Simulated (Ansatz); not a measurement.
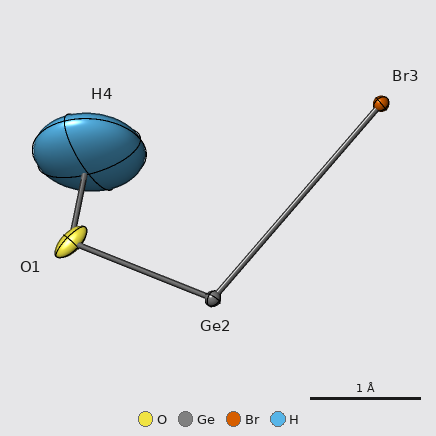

Displacement ellipsoids at the 50 % level, enlarged 2 times, from the internal vibrations of the free molecule (harmonic, no overall translation or rotation; no half-axis is drawn under 0.075 Å). Vibrations computed with RKS PBE0-D4/def2-TZVP (Ansatz 0.2.0). Temperature: 0 K (zero-point motion alone).

Give the displacement parameters, one line for each set of equivalent atoms.

```json
{"atom": "O1", "U_eq (Å²)": "0.0017", "rms amplitudes (Å)": "0.014, 0.034, 0.061"}
{"atom": "Ge2", "U_eq (Å²)": "0.00022", "rms amplitudes (Å)": "0.002, 0.013, 0.022"}
{"atom": "Br3", "U_eq (Å²)": "0.00018", "rms amplitudes (Å)": "0.001, 0.009, 0.021"}
{"atom": "H4", "U_eq (Å²)": "0.0212", "rms amplitudes (Å)": "0.079, 0.165, 0.174"}
```
